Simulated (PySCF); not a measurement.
## Electronic structure of C₅H₁₁BSi in real space

```yaml
atoms:
  - { symbol: C, position_ang: [-1.6576, -0.8200, -1.3128] }
  - { symbol: B, position_ang: [-0.9502, 0.1082, -0.2535] }
  - { symbol: Si, position_ang: [-1.9778, 1.0269, 1.1531] }
  - { symbol: C, position_ang: [0.6050, 0.2937, -0.3427] }
  - { symbol: C, position_ang: [1.5487, 0.0983, 0.8117] }
  - { symbol: C, position_ang: [2.8033, -0.0043, 0.0050] }
  - { symbol: C, position_ang: [1.6063, -0.8288, -0.3486] }
  - { symbol: H, position_ang: [-1.0357, -1.0865, -2.1660] }
  - { symbol: H, position_ang: [-2.5938, -0.4093, -1.6893] }
  - { symbol: H, position_ang: [-1.9290, -1.7551, -0.8171] }
  - { symbol: H, position_ang: [-3.2010, 1.6882, 0.6692] }
  - { symbol: H, position_ang: [-2.4391, 0.1005, 2.2027] }
  - { symbol: H, position_ang: [-1.2335, 2.0739, 1.8692] }
  - { symbol: H, position_ang: [0.8570, 1.1339, -1.0022] }
  - { symbol: H, position_ang: [1.3674, -0.0390, 1.8565] }
  - { symbol: H, position_ang: [3.6514, -0.5109, 0.4504] }
  - { symbol: H, position_ang: [3.0838, 0.8222, -0.6406] }
  - { symbol: H, position_ang: [1.4861, -1.8857, -0.4568] }
```

Geometry: GFN2-xTB.

Computed with PySCF, PBE0/def2-SVPD, SCF density, gas phase.

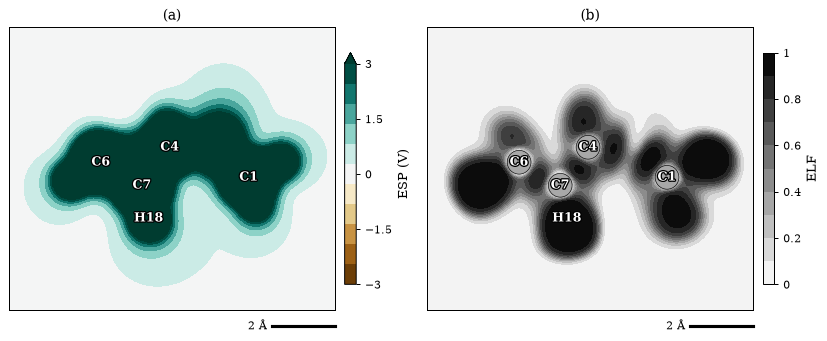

Figure 1. (a) molecular electrostatic potential; (b) electron localisation function on the plane of atoms C6, C7 and H18. Grey discs cover the atomic cores in the ELF map.

What do the fields say about this system?

Answer. The section cuts through C and H sites.
C–C (1.50 Å): the ELF peaks at about 0.85 between the atoms: localised, covalent bonding.
C–H (1.07 Å): the ELF climbs to about 1 towards the hydrogen, as it does in any bond to H: a covalent bond by its length.
The potential has no marked negative region in this plane.

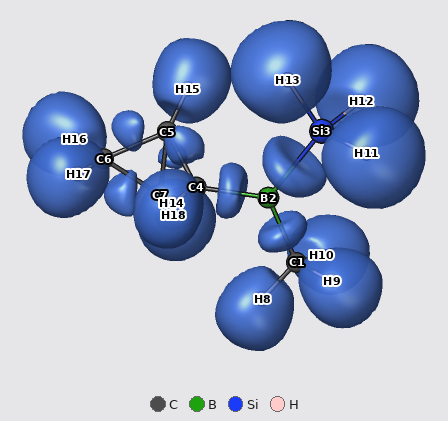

Figure 2. Isosurface of the ELF at 0.8 (blue), seen at a tilt. Only the valence region is drawn (cores and ρ < 0.01 e/Å³ removed).

Identify the bonds, lone pairs and shells in this picture.

Answer. At this value the surface marks out two regions between bonded B–C atoms (shared pairs), one region between bonded B–Si atoms (shared pairs), five regions between bonded C–C atoms (shared pairs) and eleven regions around hydrogen nuclei.


C–C (1.49 Å): the ELF peaks at about 0.75 between the atoms; localised, covalent bonding. C–B (1.57 Å): the ELF peaks at about 1 between the atoms (localised, covalent bonding).

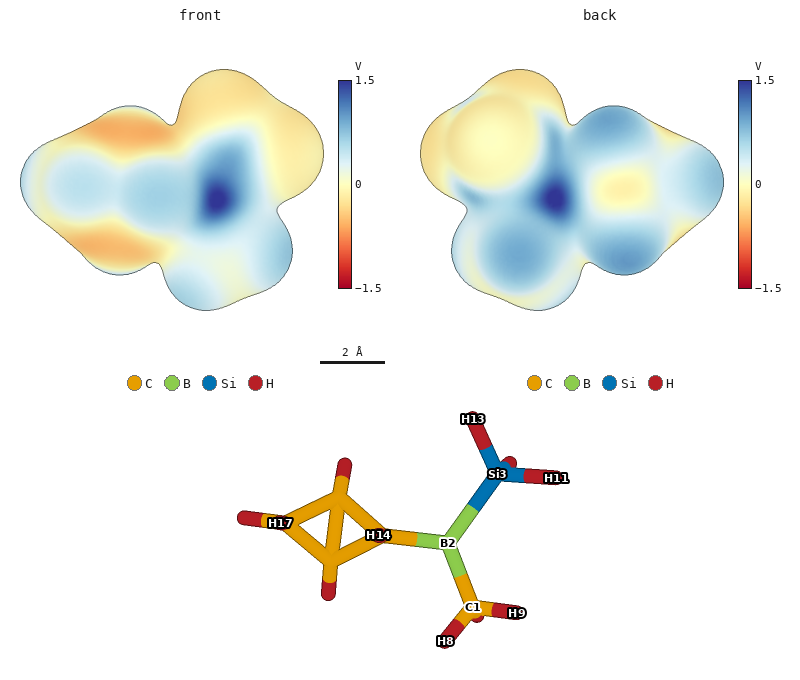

Figure 3. The electrostatic potential painted on the density surface at 0.002 e/bohr³, seen from the front and from behind; red is negative and blue positive. The bare structure is drawn below in the same view.

Which sites attract a positive test charge, and which a negative one?

Answer. A positive charge is drawn to the negative regions and a negative charge to the positive ones. The most negative region (about −0.6 V) lies over C5, C6 and C7, the most positive (about +1.4 V) over B2.

How polar is the molecule by this calculation?

Answer. Its dipole moment is 1.33 D.
